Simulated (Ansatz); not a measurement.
```xyz
15

C     1.0741    0.2862    1.7066
C     0.5529    0.2819   -0.9622
C     0.8926   -0.0389   -2.0896
C     1.2937   -0.4190   -3.4373
B    -2.1289    2.0153    0.8263
B     0.1664    0.6642    0.4732
O    -0.9889    1.3441    0.6663
H    -3.1541    1.3969    1.0024
H    -2.1070    3.2248    0.7963
H     2.0840    0.7142    1.5796
H     0.6647    0.6278    2.6692
H     1.2174   -0.8077    1.7511
H     0.5400   -0.1223   -4.1850
H     1.4362   -1.5099   -3.5132
H     2.2494    0.0581   -3.7119
```

Geometry: B3LYP/def2-SVP.

Method: isolated molecule in a Gaussian basis; Kohn-Sham density functional theory, functional PBE0 (Ansatz).

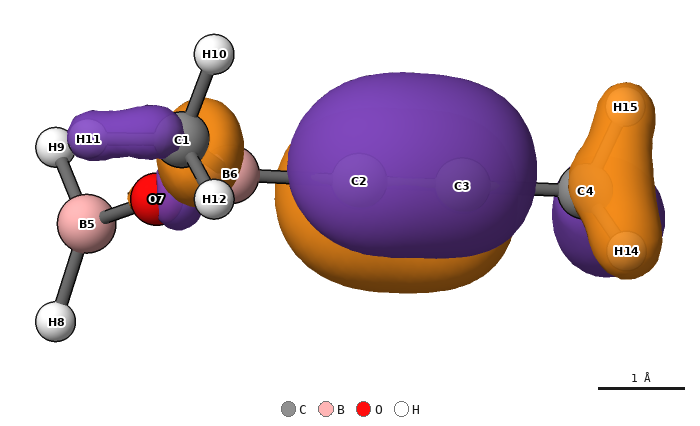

C₄H₈B₂O (SMILES BOB(C)C#CC). The HOMO at ±0.1 Å⁻³ᐟ² (orange and purple are the two phases), seen from one side.

Q: Describe this orbital and give its energy.

A: It lies mainly on C2 (about 40 %), C3 (about 40 %) and C4 (about 5 %); π-bonding across C2–C3. Its energy is −7.64 eV.
